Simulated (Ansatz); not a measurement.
# ZrSi (singlet): density functionals in def2-TZVPP

Aim: run ZrSi (singlet) with a set of functionals in one basis and compare levels, spin and time.

The runs use Ansatz 0.2.0, Gaussian basis; def2-TZVPP, all electrons in the functionals, frozen cores in the correlation of double hybrids and RPA.

The runs, in order: PBE, BLYP, revPBE, r2SCAN, PBE0, B3LYP, wB97M-V, B2PLYP, RKS PBE0, RPA-PBE.

2 further runs of the same task are left out: 1 for a known fault of the program, 1 set aside as unsound or not needed.

### Step 1. What is computed

The geometry is a PBE0/def2-TZVP stationary point (not a proven minimum). No spin-orbit coupling is included. Elements past krypton take def2 core potentials.

2 atoms, charge 0, spin multiplicity 1.

Atoms are counted from 1 here; the program's logs count them from 0.

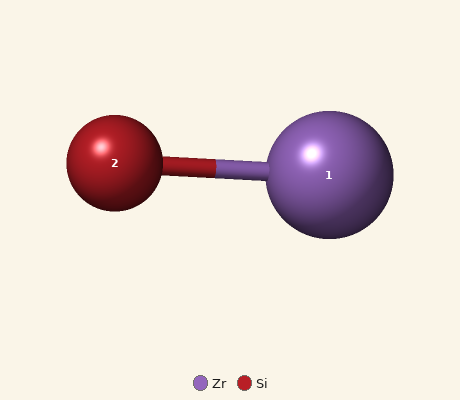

The structure; zirconium purple, silicon red; atoms are numbered from 1 in the order of the file.

No dispersion term is added; wB97M-V holds VV10 nonlocal correlation. B3LYP takes the VWN-RPA correlation.

### Step 2. PBE (unrestricted)

in.yaml

```yaml
crystal:
  periodic: [false, false, false]
  atoms:
    - {symbol: Zr, position_ang: [0.000000, 0.000000, 0.000000]}
    - {symbol: Si, position_ang: [0.000000, 0.000000, 2.308942]}
basis:
  gaussian: {orbitals: def2-TZVPP}
magnetization: {spin_polarized: true, initial_magnetization: 0}
hamiltonian: {xc: {name: PBE}}
output: {orbitals: {seedname: orbitals}}
```

Run with:

```sh
$ ansatz run in.yaml --threads 1 --pin off --events-out ev --progress --plain --max-ram 2393MiB
```

Output:

```text
Functional definition: PBE
  name "PBE"
  cite "Perdew, Burke & Ernzerhof, Phys. Rev. Lett. 77, 3865 (1996) doi:10.1103/PhysRevLett.77.3865"
  parent pbe
  parameter kappa = 0.804
  parameter beta = 0.06672455060314922
  exchange = pbe_x(kappa = kappa, mu = beta*pi^2/3)
  correlation = pbe_c(beta = beta)
600 factors; their error is unknown
mean field evaluation 1: about -9142.9876 eV, gradient 3.0e1 eV
mean field evaluation 2: about -9088.9834 eV, gradient 7.1e1 eV
mean field evaluation 4: about -9118.2683 eV, gradient 6.2e1 eV
mean field evaluation 8: about -9149.6469 eV, gradient 1.6e-1 eV
mean field evaluation 16: about -9149.6407 eV, gradient 6.2e-1 eV
mean field evaluation 32: about -9149.6536 eV, gradient 1.5e-2 eV
mean field evaluation 64: about -9149.6295 eV, gradient 1.9e-6 eV
mean field evaluation 96: about -9149.6428 eV, gradient 5.0e-1 eV
mean field evaluation 128: about -9148.5926 eV, gradient 8.1e0 eV
mean field evaluation 160: about -9149.6491 eV, gradient 6.2e-1 eV
mean field evaluation 192: about -9149.1608 eV, gradient 4.4e0 eV
mean field evaluation 224: about -9149.6197 eV, gradient 6.8e-1 eV
mean field evaluation 256: about -9149.3343 eV, gradient 1.2e0 eV
mean field -9149.65421052 eV, -336.2435903783 hartree, gradient 4.3e-6 eV, S^2 0.476557; 21 other end points of the search recorded, 0 dependent functions left out
reference -9149.65424264 eV, -336.2435915587 hartree; 13, 13 occupied and 85, 85 virtual orbitals, 600 factors
Total energy: -9149.65424264 eV, -336.2435915587 hartree
```

Wall time 60 s (1 thread of Arm Neoverse V2, shared host).

From the report: ⟨S²⟩ of the determinant 0.477 (pure singlet: 0.00).

### Step 3. BLYP (unrestricted)

in.yaml, as its differences from that of step 2:

```diff
@@ -8,3 +8,2 @@
 magnetization: {spin_polarized: true, initial_magnetization: 0}
-hamiltonian: {xc: {name: PBE}}
-output: {orbitals: {seedname: orbitals}}
+hamiltonian: {xc: {name: BLYP}}
```

The command is unchanged.

Output (excerpt; [...] marks lines left out):

```text
Functional definition: BLYP
  name "BLYP"
  cite "Becke, Phys. Rev. A 38, 3098 (1988) doi:10.1103/PhysRevA.38.3098"
  cite "Lee, Yang & Parr, Phys. Rev. B 37, 785 (1988) doi:10.1103/PhysRevB.37.785"
[...]
600 factors; their error is unknown
[...]
mean field -9152.68908503 eV, -336.3551199593 hartree, gradient 3.5e-6 eV, S^2 0.417419; 22 other end points of the search recorded, 0 dependent functions left out
reference -9152.68931621 eV, -336.3551284550 hartree; 13, 13 occupied and 85, 85 virtual orbitals, 600 factors
Total energy: -9152.68931621 eV, -336.3551284550 hartree
```

Run time: 56 s. Hardware: 1 thread of Arm Neoverse V2, shared host.

From the report: ⟨S²⟩ of the determinant 0.417 (pure singlet: 0.00).

### Step 4. revPBE (unrestricted)

in.yaml, as its differences from that of step 3:

```diff
@@ -8,2 +8,2 @@
 magnetization: {spin_polarized: true, initial_magnetization: 0}
-hamiltonian: {xc: {name: BLYP}}
+hamiltonian: {xc: {name: revPBE}}
```

The command is unchanged.

Output (excerpt; [...] marks lines left out):

```text
Functional definition: revPBE
  name "revPBE"
  cite "Zhang & Yang, Phys. Rev. Lett. 80, 890 (1998) doi:10.1103/PhysRevLett.80.890"
  cite "Perdew, Burke & Ernzerhof, Phys. Rev. Lett. 77, 3865 (1996) doi:10.1103/PhysRevLett.77.3865"
[...]
600 factors; their error is unknown
[...]
mean field -9152.91408995 eV, -336.3633887376 hartree, gradient 8.0e-6 eV, S^2 0.487082; 21 other end points of the search recorded, 0 dependent functions left out
reference -9152.91412983 eV, -336.3633902034 hartree; 13, 13 occupied and 85, 85 virtual orbitals, 600 factors
Total energy: -9152.91412983 eV, -336.3633902034 hartree
```

Wall time 57 s (1 thread of Arm Neoverse V2, shared host).

From the report: ⟨S²⟩ of the determinant 0.487 (pure singlet: 0.00).

### Step 5. r2SCAN (unrestricted)

in.yaml, as its differences from that of step 4:

```diff
@@ -8,2 +8,2 @@
 magnetization: {spin_polarized: true, initial_magnetization: 0}
-hamiltonian: {xc: {name: revPBE}}
+hamiltonian: {xc: {name: r2SCAN}}
```

Launched as before.

Output (excerpt; [...] marks lines left out):

```text
Functional definition: r2SCAN
  name "r2SCAN"
  cite "Furness, Kaplan, Ning, Perdew & Sun, J. Phys. Chem. Lett. 11, 8208 (2020) doi:10.1021/acs.jpclett.0c02405"
  cite "Furness, Kaplan, Ning, Perdew & Sun, J. Phys. Chem. Lett. 11, 9248 (2020) doi:10.1021/acs.jpclett.0c03077"
  parent r2scan
[...]
600 factors; their error is unknown
[...]
mean field -9152.87077571 eV, -336.3617969686 hartree, gradient 1.1e-6 eV, S^2 0.943572; 33 other end points of the search recorded, 0 dependent functions left out
reference -9152.87079887 eV, -336.3617978200 hartree; 13, 13 occupied and 85, 85 virtual orbitals, 600 factors
Total energy: -9152.87079887 eV, -336.3617978200 hartree
```

It took 3.5 min on 1 thread of Arm Neoverse V2, shared host; peak memory 0.27 GiB.

From the report: ⟨S²⟩ of the determinant 0.944 (pure singlet: 0.00). The determinant is far from a pure spin state, so its energy mixes those of several spin states (harmless only where they are near-degenerate, as at dissociation).

### Step 6. PBE0 (unrestricted)

in.yaml, as its differences from that of step 5:

```diff
@@ -8,2 +8,3 @@
 magnetization: {spin_polarized: true, initial_magnetization: 0}
-hamiltonian: {xc: {name: r2SCAN}}
+hamiltonian: {xc: {name: PBE0}}
+output: {orbitals: {seedname: orbitals}}
```

The command is unchanged.

Output (excerpt; [...] marks lines left out):

```text
Functional definition: PBE0
  name "PBE0"
  cite "Adamo & Barone, J. Chem. Phys. 110, 6158 (1999) doi:10.1063/1.478522"
  cite "Perdew, Burke & Ernzerhof, Phys. Rev. Lett. 77, 3865 (1996) doi:10.1103/PhysRevLett.77.3865"
  parent pbe
[...]
681 factors; their error is unknown
[...]
mean field -9149.36433748 eV, -336.2329377404 hartree, gradient 7.0e-6 eV, S^2 0.703997; 11 other end points of the search recorded, 0 dependent functions left out
reference -9149.36436211 eV, -336.2329386456 hartree; 13, 13 occupied and 85, 85 virtual orbitals, 681 factors
Total energy: -9149.36436211 eV, -336.2329386456 hartree
```

It took 44 s on 1 thread of Arm Neoverse V2, shared host.

From the report: ⟨S²⟩ of the determinant 0.704 (pure singlet: 0.00). The determinant is far from a pure spin state, so its energy mixes those of several spin states (harmless only where they are near-degenerate, as at dissociation).

### Step 7. B3LYP (unrestricted)

in.yaml, as its differences from that of step 6:

```diff
@@ -8,3 +8,2 @@
 magnetization: {spin_polarized: true, initial_magnetization: 0}
-hamiltonian: {xc: {name: PBE0}}
-output: {orbitals: {seedname: orbitals}}
+hamiltonian: {xc: {name: B3LYP}}
```

Same command.

Output (excerpt; [...] marks lines left out):

```text
Functional definition: B3LYP
  name "B3LYP"
  cite "Stephens, Devlin, Chabalowski & Frisch, J. Phys. Chem. 98, 11623 (1994) doi:10.1021/j100096a001"
  cite "Becke, Phys. Rev. A 38, 3098 (1988) doi:10.1103/PhysRevA.38.3098"
  cite "Lee, Yang & Parr, Phys. Rev. B 37, 785 (1988) doi:10.1103/PhysRevB.37.785"
  cite "Vosko, Wilk & Nusair, Can. J. Phys. 58, 1200 (1980) doi:10.1139/p80-159"
[...]
637 factors; their error is unknown
[...]
mean field -9154.00962942 eV, -336.4036490708 hartree, gradient 5.6e-6 eV, S^2 0.501834; 18 other end points of the search recorded, 0 dependent functions left out
reference -9154.00980221 eV, -336.4036554203 hartree; 13, 13 occupied and 85, 85 virtual orbitals, 637 factors
Total energy: -9154.00980221 eV, -336.4036554203 hartree
```

Wall time 66 s (1 thread of Arm Neoverse V2, shared host).

From the report: ⟨S²⟩ of the determinant 0.502 (pure singlet: 0.00). The determinant is far from a pure spin state, so its energy mixes those of several spin states (harmless only where they are near-degenerate, as at dissociation).

### Step 8. wB97M-V (unrestricted)

in.yaml, as its differences from that of step 7:

```diff
@@ -8,2 +8,3 @@
 magnetization: {spin_polarized: true, initial_magnetization: 0}
-hamiltonian: {xc: {name: B3LYP}}
+hamiltonian: {xc: {name: wB97M-V}}
+output: {orbitals: {seedname: orbitals}}
```

The command is unchanged.

Output (excerpt; [...] marks lines left out):

```text
Functional definition: wB97M-V
  name "wB97M-V"
  cite "Mardirossian & Head-Gordon, J. Chem. Phys. 144, 214110 (2016) doi:10.1063/1.4952647"
  cite "Becke, J. Chem. Phys. 107, 8554 (1997) doi:10.1063/1.475007"
  cite "Vydrov & Van Voorhis, J. Chem. Phys. 133, 244103 (2010) doi:10.1063/1.3521275"
  # Of w^i u^j: cxij and so on, Table III.
[...]
  gx(w, u) = 1 - cx + cx01*u + cx10*w
  gss(w, u) = css00 + css04*u^4 + css10*w + css20*w^2 + css43*w^4*u^3
  gos(w, u) = cos00 + cos10*w + (cos20 + cos21*u)*w^2 + (cos60 + cos61*u)*w^6
[...]
      + integral(e_c_pw_mod_opposite_spin*gos(b97_w_opposite, b97_u_opposite)) + vv10(b, c)
621 factors; their error is unknown
140 factors; integrals over basis functions are off by at most 1.2e-4 eV
[...]
mean field -9149.86552968 eV, -336.2513562142 hartree, gradient 8.9e-6 eV, S^2 0.249856; 4 other end points of the search recorded, 0 dependent functions left out
reference -9149.86556580 eV, -336.2513575414 hartree; 13, 13 occupied and 85, 85 virtual orbitals, 621 factors
Total energy: -9149.86556580 eV, -336.2513575414 hartree
```

Run time: 71 s. Hardware: 1 thread of Arm Neoverse V2, shared host; peak memory 0.39 GiB.

From the report: ⟨S²⟩ of the determinant 0.250 (pure singlet: 0.00).

### Step 9. B2PLYP (unrestricted)

in.yaml, as its differences from that of step 8:

```diff
@@ -8,3 +8,3 @@
 magnetization: {spin_polarized: true, initial_magnetization: 0}
-hamiltonian: {xc: {name: wB97M-V}}
-output: {orbitals: {seedname: orbitals}}
+hamiltonian: {xc: {name: B2PLYP}}
+correlation: {electrons: outside_noble_gas}
```

Same command.

Output (excerpt; [...] marks lines left out):

```text
Functional definition: B2PLYP
  name "B2PLYP"
  cite "Grimme, J. Chem. Phys. 124, 034108 (2006) doi:10.1063/1.2148954"
  cite "Becke, Phys. Rev. A 38, 3098 (1988) doi:10.1103/PhysRevA.38.3098"
  cite "Lee, Yang & Parr, Phys. Rev. B 37, 785 (1988) doi:10.1103/PhysRevB.37.785"
[...]
625 factors; integrals over basis functions are off by at most 8.6e-4 eV
[...]
mean field -9143.54766041 eV, -336.0191788010 hartree, gradient 2.3e-6 eV, S^2 1.429118; 21 other end points of the search recorded, 0 dependent functions left out
9 core orbitals not correlated: weight in the atoms' cores, before any rotation towards them, 0.997 or more for the frozen orbitals, at most 0.002 for the correlated occupied ones
reference -9143.54776872 eV, -336.0191827810 hartree; 4, 4 occupied and 85, 85 virtual orbitals, 625 factors
second order -6.44380051 eV of doubles, -0.00000000 eV of singles
Total energy: -9145.28759485 eV, -336.0831202123 hartree
```

Run time: 90 s. Hardware: 1 thread of Arm Neoverse V2, shared host; peak memory 0.25 GiB.

From the report: ⟨S²⟩ of the determinant 1.429 (pure singlet: 0.00). The determinant is far from a pure spin state, so its energy mixes those of several spin states (harmless only where they are near-degenerate, as at dissociation).

### Step 10. PBE0 (restricted)

in.yaml

```yaml
crystal:
  periodic: [false, false, false]
  atoms:
    - {symbol: Zr, position_ang: [0.000000, 0.000000, 0.000000]}
    - {symbol: Si, position_ang: [0.000000, 0.000000, 2.308942]}
basis:
  gaussian: {orbitals: def2-TZVPP}
hamiltonian: {xc: {name: PBE0}}
```

Launched as before.

Output:

```text
Functional definition: PBE0
  name "PBE0"
  cite "Adamo & Barone, J. Chem. Phys. 110, 6158 (1999) doi:10.1063/1.478522"
  cite "Perdew, Burke & Ernzerhof, Phys. Rev. Lett. 77, 3865 (1996) doi:10.1103/PhysRevLett.77.3865"
  parent pbe
  parameter a = 0.25
  parameter kappa = 0.804
  parameter beta = 0.06672455060314922
  exchange = (1 - a)*pbe_x(kappa = kappa, mu = beta*pi^2/3) + a*exact_x
  correlation = pbe_c(beta = beta)
681 factors; their error is unknown
mean field evaluation 1: about -9142.7072 eV, gradient 4.3e1 eV
mean field evaluation 2: about -9099.6650 eV, gradient 1.1e2 eV
mean field evaluation 4: about -9146.6720 eV, gradient 2.7e1 eV
mean field evaluation 8: about -9149.2528 eV, gradient 3.2e-2 eV
mean field evaluation 16: about -9149.2866 eV, gradient 3.2e-5 eV
mean field -9149.28656923 eV, -336.2300798100 hartree, gradient 2.7e-5 eV, S^2 0.000000; 1 other end points of the search recorded, 0 dependent functions left out
reference -9149.28659266 eV, -336.2300806712 hartree; 13, 13 occupied and 85, 85 virtual orbitals, 681 factors
Total energy: -9149.28659266 eV, -336.2300806712 hartree
```

Run time: 2 s. Hardware: 1 thread of Arm Neoverse V2, shared host.

### Step 11. RPA-PBE

in.yaml, as its differences from that of step 10:

```diff
@@ -7,2 +7,4 @@
   gaussian: {orbitals: def2-TZVPP}
-hamiltonian: {xc: {name: PBE0}}
+magnetization: {spin_polarized: true, initial_magnetization: 0}
+hamiltonian: {xc: {name: PBE}}
+correlation: {method: rpa, electrons: outside_noble_gas}
```

Launched as before.

Output (excerpt; [...] marks lines left out):

```text
Functional definition: PBE
  name "PBE"
  cite "Perdew, Burke & Ernzerhof, Phys. Rev. Lett. 77, 3865 (1996) doi:10.1103/PhysRevLett.77.3865"
  parent pbe
[...]
625 factors; integrals over basis functions are off by at most 8.6e-4 eV
[...]
mean field -9149.65420438 eV, -336.2435901526 hartree, gradient 3.3e-6 eV, S^2 0.476563; 20 other end points of the search recorded, 0 dependent functions left out
9 core orbitals not correlated: weight in the atoms' cores, before any rotation towards them, 0.999 or more for the frozen orbitals, at most 0.001 for the correlated occupied ones
reference -9122.62108212 eV, -335.2501412332 hartree; 4, 4 occupied and 85, 85 virtual orbitals, 625 factors
Total energy: -9133.03515662 eV, -335.6328514124 hartree
```

Wall time 85 s (1 thread of Arm Neoverse V2, shared host).

From the report: ⟨S²⟩ of the determinant 0.477 (pure singlet: 0.00).

### Step 12. Side by side

| functional | energy (eV) | ⟨S²⟩ | time |
| --- | --- | --- | --- |
| PBE | -9149.6542 | 0.477 | 60 s |
| BLYP | -9152.6893 | 0.417 | 56 s |
| revPBE | -9152.9141 | 0.487 | 57 s |
| r2SCAN | -9152.8708 | 0.944 | 3.5 min |
| PBE0 | -9149.3644 | 0.704 | 44 s |
| B3LYP | -9154.0098 | 0.502 | 66 s |
| wB97M-V | -9149.8656 | 0.250 | 71 s |
| B2PLYP | -9145.2876 | 1.429 | 90 s |
| RKS PBE0 | -9149.2866 | 0.000 | 2 s |
| RPA-PBE | -9133.0352 | 0.477 | 85 s |

Orbital levels of the runs that wrote orbitals: PBE HOMO -4.32, LUMO -3.69 eV; PBE0 HOMO -4.96, LUMO -2.73 eV; wB97M-V HOMO -6.37, LUMO -1.28 eV.

### Step 13. Summary of results

```
                quantity                         value
spread of total energies                       21.0 eV
       quickest, slowest  RKS PBE0 2 s, r2SCAN 3.5 min
```

What this shows: Total energies of different functionals can't be ranked; only differences within one functional count.
